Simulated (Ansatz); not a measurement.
# CH3CuF3OP: how energies converge with the basis set

Aim: see how fast density functionals converge with the basis set for CH3CuF3OP.

The runs use Ansatz 0.2.0, Gaussian basis; one geometry, several basis sets.

The runs, in order: PBE0-D4/def2-SVP; ωB97M-V/def2-SVP; PBE0-D4/def2-QZVPP; ωB97M-V/def2-QZVPP; the functionals' def2-TZVPP values are taken from earlier runs.

## 1. The geometry

An earlier PBE0-D4 in a triple-zeta def2 set relaxation fixed the geometry.

SMILES `C[O][Cu-][P+](F)(F)F`, 10 atoms, charge 0, spin multiplicity 1.

Atoms are counted from 1 here; the program's logs count them from 0.

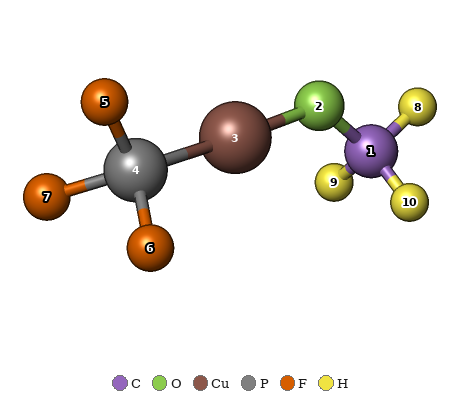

The structure; carbon purple, oxygen green, copper brown, phosphorus grey, fluorine orange, hydrogen yellow; atoms are numbered from 1 in the order of the file.

## 2. PBE0-D4 in def2-SVP

Contents of in.yaml:

```yaml
crystal:
  periodic: [false, false, false]
  atoms:
    - {symbol: C, position_ang: [0.349005, -1.957233, 1.482013]}
    - {symbol: O, position_ang: [0.938992, -0.865417, 0.864291]}
    - {symbol: Cu, position_ang: [0.310880, 0.393251, -0.199713]}
    - {symbol: P, position_ang: [-0.355804, 1.919947, -1.458495]}
    - {symbol: F, position_ang: [0.572533, 3.129587, -1.731014]}
    - {symbol: F, position_ang: [-1.646422, 2.674060, -1.052499]}
    - {symbol: F, position_ang: [-0.732465, 1.557132, -2.916777]}
    - {symbol: H, position_ang: [1.094201, -2.486832, 2.092454]}
    - {symbol: H, position_ang: [-0.055172, -2.688134, 0.764219]}
    - {symbol: H, position_ang: [-0.475747, -1.676371, 2.155512]}
basis:
  gaussian: {orbitals: def2-SVP}
hamiltonian: {xc: pbe0, dispersion: d4}
output: {orbitals: {seedname: orbitals}}
```

On the command line:

```sh
ansatz run in.yaml --threads 4 --pin off --events-out ev --progress --plain --max-ram 11315MiB
```

What it wrote:

```text
Functional definition: PBE0
  name "PBE0"
  cite "Adamo & Barone, J. Chem. Phys. 110, 6158 (1999) doi:10.1063/1.478522"
  cite "Perdew, Burke & Ernzerhof, Phys. Rev. Lett. 77, 3865 (1996) doi:10.1103/PhysRevLett.77.3865"
  parent pbe
  parameter a = 0.25
  parameter kappa = 0.804
  parameter beta = 0.06672455060314922
  exchange = (1 - a)*pbe_x(kappa = kappa, mu = beta*pi^2/3) + a*exact_x
  correlation = pbe_c(beta = beta)
1317 factors; integrals over basis functions are off by at most 1.3e-3 eV
mean field evaluation 1: about -65164.8889 eV, gradient 7.5e1 eV
mean field evaluation 2: about -65011.8673 eV, gradient 2.5e2 eV
mean field evaluation 4: about -65175.4650 eV, gradient 1.3e1 eV
mean field evaluation 8: about -65175.7478 eV, gradient 1.2e0 eV
mean field evaluation 16: about -65176.0032 eV, gradient 8.9e-4 eV
mean field -65176.00324797 eV, -2395.1739414812 hartree, gradient 3.6e-5 eV, S^2 0.000000; 0 other end points of the search recorded, 0 dependent functions left out
reference -65176.00329331 eV, -2395.1739431476 hartree; 44, 44 occupied and 90, 90 virtual orbitals, 1317 factors
Total energy: -65176.18665744 eV, -2395.1806816549 hartree
```

Wall time 2.3 s (4 threads of Arm Neoverse V2, shared host).

## 3. ωB97M-V in def2-SVP

Changes to in.yaml since step 2:

```diff
@@ -15,3 +15,3 @@
   gaussian: {orbitals: def2-SVP}
-hamiltonian: {xc: pbe0, dispersion: d4}
+hamiltonian: {xc: {name: wB97M-V}}
 output: {orbitals: {seedname: orbitals}}
```

Same command.

What it wrote, cut to the lines that bear on the results:

```text
Functional definition: wB97M-V
  name "wB97M-V"
  cite "Mardirossian & Head-Gordon, J. Chem. Phys. 144, 214110 (2016) doi:10.1063/1.4952647"
  cite "Becke, J. Chem. Phys. 107, 8554 (1997) doi:10.1063/1.475007"
  cite "Vydrov & Van Voorhis, J. Chem. Phys. 133, 244103 (2010) doi:10.1063/1.3521275"
  # Of w^i u^j: cxij and so on, Table III.
[...]
  gx(w, u) = 1 - cx + cx01*u + cx10*w
  gss(w, u) = css00 + css04*u^4 + css10*w + css20*w^2 + css43*w^4*u^3
  gos(w, u) = cos00 + cos10*w + (cos20 + cos21*u)*w^2 + (cos60 + cos61*u)*w^6
[...]
      + integral(e_c_pw_mod_opposite_spin*gos(b97_w_opposite, b97_u_opposite)) + vv10(b, c)
1317 factors; integrals over basis functions are off by at most 1.3e-3 eV
289 factors; integrals over basis functions are off by at most 8.0e-5 eV
[...]
mean field -65191.23001695 eV, -2395.7335149199 hartree, gradient 6.1e-5 eV, S^2 0.000000; 0 other end points of the search recorded, 0 dependent functions left out
reference -65191.23008958 eV, -2395.7335175893 hartree; 44, 44 occupied and 90, 90 virtual orbitals, 1317 factors
Total energy: -65191.23008958 eV, -2395.7335175893 hartree
```

It took 11 s on 4 threads of Arm Neoverse V2, shared host.

## 4. PBE0-D4 in def2-QZVPP

Changes to in.yaml since step 3:

```diff
@@ -14,4 +14,4 @@
 basis:
-  gaussian: {orbitals: def2-SVP}
-hamiltonian: {xc: {name: wB97M-V}}
+  gaussian: {orbitals: "def2-QZVPP.json"}
+hamiltonian: {xc: pbe0, dispersion: d4}
 output: {orbitals: {seedname: orbitals}}
```

Launched as before.

What it wrote:

```text
Functional definition: PBE0
  name "PBE0"
  cite "Adamo & Barone, J. Chem. Phys. 110, 6158 (1999) doi:10.1063/1.478522"
  cite "Perdew, Burke & Ernzerhof, Phys. Rev. Lett. 77, 3865 (1996) doi:10.1103/PhysRevLett.77.3865"
  parent pbe
  parameter a = 0.25
  parameter kappa = 0.804
  parameter beta = 0.06672455060314922
  exchange = (1 - a)*pbe_x(kappa = kappa, mu = beta*pi^2/3) + a*exact_x
  correlation = pbe_c(beta = beta)
2128 factors; their error is unknown
mean field evaluation 1: about -65190.5341 eV, gradient 8.8e1 eV
mean field evaluation 2: about -65009.9498 eV, gradient 3.4e2 eV
mean field evaluation 4: about -65201.8841 eV, gradient 3.0e1 eV
mean field evaluation 8: about -65202.6836 eV, gradient 2.7e-1 eV
mean field evaluation 16: about -65202.8848 eV, gradient 8.1e-3 eV
mean field -65202.88481362 eV, -2396.1618207979 hartree, gradient 3.4e-5 eV, S^2 0.000000; 0 other end points of the search recorded, 0 dependent functions left out
reference -65202.88485739 eV, -2396.1618224063 hartree; 44, 44 occupied and 501, 501 virtual orbitals, 2128 factors
Total energy: -65203.06822152 eV, -2396.1685609137 hartree
```

It took 21 s on 4 threads of Arm Neoverse V2, shared host; peak memory 2.7 GiB.

## 5. ωB97M-V in def2-QZVPP

Changes to in.yaml since step 4:

```diff
@@ -15,3 +15,3 @@
   gaussian: {orbitals: "def2-QZVPP.json"}
-hamiltonian: {xc: pbe0, dispersion: d4}
+hamiltonian: {xc: {name: wB97M-V}}
 output: {orbitals: {seedname: orbitals}}
```

Launched as before.

What it wrote, cut to the lines that bear on the results:

```text
Functional definition: wB97M-V
  name "wB97M-V"
  cite "Mardirossian & Head-Gordon, J. Chem. Phys. 144, 214110 (2016) doi:10.1063/1.4952647"
  cite "Becke, J. Chem. Phys. 107, 8554 (1997) doi:10.1063/1.475007"
  cite "Vydrov & Van Voorhis, J. Chem. Phys. 133, 244103 (2010) doi:10.1063/1.3521275"
  # Of w^i u^j: cxij and so on, Table III.
[...]
  gx(w, u) = 1 - cx + cx01*u + cx10*w
  gss(w, u) = css00 + css04*u^4 + css10*w + css20*w^2 + css43*w^4*u^3
  gos(w, u) = cos00 + cos10*w + (cos20 + cos21*u)*w^2 + (cos60 + cos61*u)*w^6
[...]
      + integral(e_c_pw_mod_opposite_spin*gos(b97_w_opposite, b97_u_opposite)) + vv10(b, c)
2026 factors; their error is unknown
384 factors; integrals over basis functions are off by at most 1.9e-5 eV
[...]
mean field -65218.32201123 eV, -2396.7291273462 hartree, gradient 3.1e-5 eV, S^2 0.000000; 0 other end points of the search recorded, 0 dependent functions left out
reference -65218.32208463 eV, -2396.7291300439 hartree; 44, 44 occupied and 501, 501 virtual orbitals, 2026 factors
Total energy: -65218.32208463 eV, -2396.7291300439 hartree
```

Wall time 39 s (4 threads of Arm Neoverse V2, shared host); peak memory 3.1 GiB.

## 6. Density functionals: the series

The def2-TZVPP values come from earlier runs at the same geometry.

```tsv
functional	basis	functions	energy (eV)	from the largest (eV)	HOMO (eV)	LUMO (eV)
PBE0-D4	def2-SVP	134	-65176.1867	26.882	-6.02	-1.15
PBE0-D4	def2-TZVPP	303	-65200.9391	2.129	-6.41	-1.56
PBE0-D4	def2-QZVPP	545	-65203.0682	0.000	-6.47	-1.66
ωB97M-V	def2-SVP	134	-65191.2301	27.092	-8.30	1.00
ωB97M-V	def2-TZVPP	303	-65216.2776	2.044	-8.73	0.43
ωB97M-V	def2-QZVPP	545	-65218.3221	0.000	-8.79	0.05
```

## 7. Summary of results

| quantity | value |
| --- | --- |
| PBE0-D4: double and triple zeta above quadruple | 26.88, 2.13 eV |
| ωB97M-V: double and triple zeta above quadruple | 27.09, 2.04 eV |

In words: PBE0-D4 gains 24.75 eV from double to triple zeta, then 2.13 eV more. Total energies overstate the basis error of differences, where much of it tends to cancel. The LUMO of ωB97M-V is positive and keeps falling with the basis (1.00 to 0.05 eV): an unbound level that the basis holds in place.

For PBE0-D4 the largest set took about 9 times as long as the smallest (21 s against 2.3 s).
